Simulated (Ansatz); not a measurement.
System: C$_{3}$H$_{3}$ClFGaO$_{2}$.

| atom | x (Å) | y (Å) | z (Å) |
| --- | --- | --- | --- |
| F | -1.4369 | -2.6097 | -0.1940 |
| Ga | -0.7421 | -1.2307 | -1.0097 |
| Cl | -0.8258 | -1.0926 | -3.1287 |
| O | -1.4437 | 0.3348 | -0.1856 |
| C | -0.7450 | 1.1015 | 0.5433 |
| C | 0.6024 | 0.9661 | 0.8513 |
| C | 1.3961 | -0.0725 | 0.3822 |
| O | 1.0395 | -1.0268 | -0.3725 |
| H | -1.2856 | 1.9558 | 0.9621 |
| H | 1.0578 | 1.7088 | 1.4909 |
| H | 2.4487 | -0.0917 | 0.6811 |

Geometry: PBE0-D4/def2-TZVP.

These are results of RKS PBE0-D4/def2-TZVPP in Ansatz, not measurements.

**Predict the electron density and electron localisation function between the atoms.**

C–O (1.27 Å): ρ at the midpoint is about 2.9 e/Å³; the ELF peaks at about 0.90 between the atoms; a short, strongly polar bond.
C–C (1.39 Å): ρ is about 2.2 e/Å³ halfway; the ELF peaks at about 0.95 between the atoms: a covalent bond.
Ga–O (1.90 Å): ρ is about 0.7 e/Å³ halfway; the ELF peaks at about 0.90 in the valence shell of O, 0.6 Å from its nucleus, and is about 0.25 at the midpoint.
C–H (1.08 Å): the density is about 2.1 e/Å³ at the midpoint; the ELF climbs to about 1 towards the hydrogen, as it does in any bond to H; an ordinary covalent bond to hydrogen.

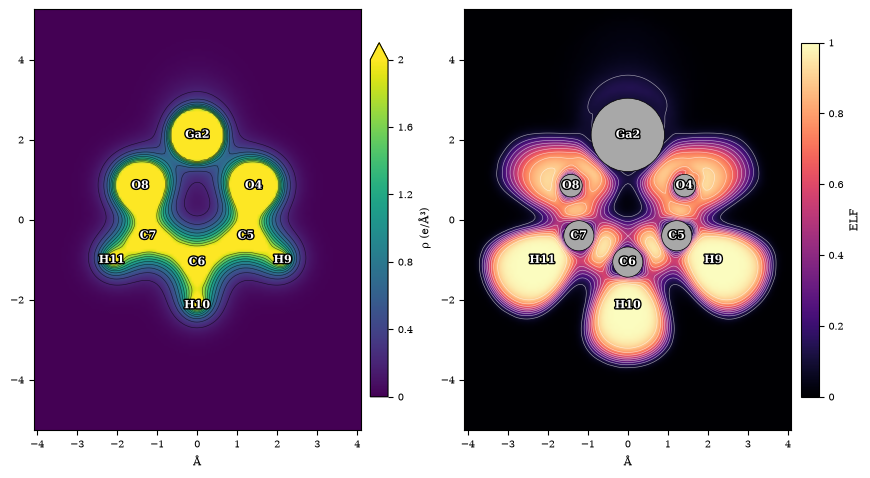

Computed electron density and electron localisation function on the plane of atoms C6, C5 and H9, in this order. Grey discs cover the atomic cores in the ELF map. 
